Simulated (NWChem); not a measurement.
**BH (SMILES [BH]): wB97X/def2-TZVPPD**

Aim: the vertical singlet–triplet gap of BH at wB97X/def2-TZVPPD, from 2 runs. 

Program for the calculation: NWChem 7.3.0.

2 further runs of the same task are left out: 2 set aside as unsound or not needed.

## 1. The system as given

BH has 2 atoms, charge 0, and is taken as a singlet. SMILES: `[BH]`. The bond length is the measured one.

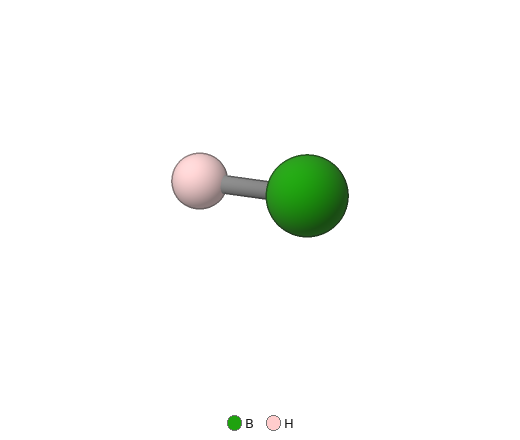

Viewed from a chosen angle; boron green, hydrogen pink.

## 2. Energy and gradient at wB97X/def2-TZVPPD

File bh.nw:

```
start bh
title "BH gradient"
memory stack 880 mb heap 220 mb global 1100 mb

geometry units atomic noautosym nocenter noautoz
B    0.00000000   0.00000000   0.00000000
H    0.00000000   0.00000000   2.32889848
end

basis spherical bse
* library def2-TZVPPD
end

dft
xc wb97x
mult 1
grid xfine
convergence energy 1e-08
iterations 100
mulliken
print low
end

task dft gradient
```

The run is started by

```
nwchem bh.nw > bh.out
```

Log, shortened:

```text
[...]
 d= 0,ls=0.0,diis     1    -25.2699635533 -2.74D+01  4.38D-03  7.50D-02     2.3
[...]
 d= 0,ls=0.0,diis     8    -25.2852430224 -1.52D-10  2.53D-07  2.61D-12    14.5
         Total DFT energy =      -25.285243022358
      One electron energy =      -37.223146199986
           Coulomb energy =       14.076635828230
    Exchange-Corr. energy =       -4.285670373709
 Nuclear repulsion energy =        2.146937723108
[...]
      Total Density - Mulliken Population Analysis
     ---------------------------------------------
    Atom       Charge   Shell Charges
 -----------   ------   -------------------------------------------------------
    1 B    5     5.07   0.93  1.05  0.69  0.92  0.27 -0.00  0.51  0.52  0.15  0.01  0.03  0.00  0.00
    2 H    1     0.93   0.27  0.47  0.19  0.00  0.01 -0.01  0.00
[...]
                         DFT ENERGY GRADIENTS
    atom               coordinates                        gradient
                 x          y          z           x          y          z
   1 B       0.000000   0.000000   0.000000   -0.000000  -0.000000   0.000812
   2 H       0.000000   0.000000   2.328898    0.000000   0.000000  -0.000812
 Task  times  cpu:       19.9s     wall:       19.9s
 Total times  cpu:       19.9s     wall:       19.9s
```

Run time: 21 s. Hardware: 1 thread of Intel Xeon Platinum 8259CL at 2.50GHz (Skylake/Cascade Lake), shared host; peak memory 0.11 GiB.

## 3. The triplet: the energy at U-wB97X/def2-TZVPPD

File bh.nw:

```
start bh
title "borane(1)"
memory total 2200 mb

geometry noautosym nocenter noautoz
  B      0.000000     0.000000     0.000000
  H      0.000000     0.000000     1.232400
end

basis spherical bse
  * library def2-TZVPPD
end

dft
  xc wb97x
  mult 3
  grid xfine
  convergence energy 1e-08
  iterations 100
  mulliken
  noprint "final vectors analysis"
end

task dft
```

The run is started by

```
nwchem bh.nw > bh.out
```

Log, shortened:

```text
[...]
          Wavefunction type:  spin polarized.
          No. of atoms     :     2
          No. of electrons :     6
[...]
          Charge           :     0
          Spin multiplicity:     3
[...]
          AO basis - number of functions:    54
[...]
              XC Information
              --------------
                       wb97x  Method XC Functional
                     Hartree-Fock (Exact) Exchange  1.000
                         wb97x Exchange Functional  1.000
                      wb97x Correlation Functional  1.000
[...]
 d= 0,ls=0.0,diis     1    -25.1934192572 -2.73D+01  5.20D-03  4.58D-02     3.1
[...]
 d= 0,ls=0.0,diis     9    -25.2427043954 -8.18D-09  2.72D-07  6.97D-11    19.3
[...]
         Total DFT energy =      -25.242704395445
      One electron energy =      -37.208502393785
           Coulomb energy =       14.125744880094
    Exchange-Corr. energy =       -4.306884763123
 Nuclear repulsion energy =        2.146937881368
[...]
      Total Density - Mulliken Population Analysis
     ---------------------------------------------
    Atom       Charge   Shell Charges
 -----------   ------   -------------------------------------------------------
    1 B    5     5.02   0.92  1.06  0.53  0.71  0.07  0.01  0.71  0.75  0.24  0.01  0.01  0.00  0.00
    2 H    1     0.98   0.24  0.46  0.24  0.00  0.02  0.02  0.00
[...]
      <S2> =      2.0019 (Exact =     2.0000)
[...]
```

Wall time 20 s (1 thread of Intel Xeon Platinum 8259CL at 2.50GHz (Skylake/Cascade Lake), shared host); peak memory 0.11 GiB.

## 4. Summary of results

Level: wB97X/def2-TZVPPD.

| quantity | value |
| --- | --- |
| singlet: total energy | -25.28524 Eh |
| singlet: largest force on an atom | 0.042 eV/Å |
| triplet: total energy | -25.24270 Eh |
| triplet: dipole moment | 0.27 D |
| triplet: ⟨S²⟩ | 2.002 |
| vertical energy of the triplet above the singlet | 1.158 eV |

**Reading.** At this shape the triplet lies 1.16 eV (112 kJ/mol) above the singlet.
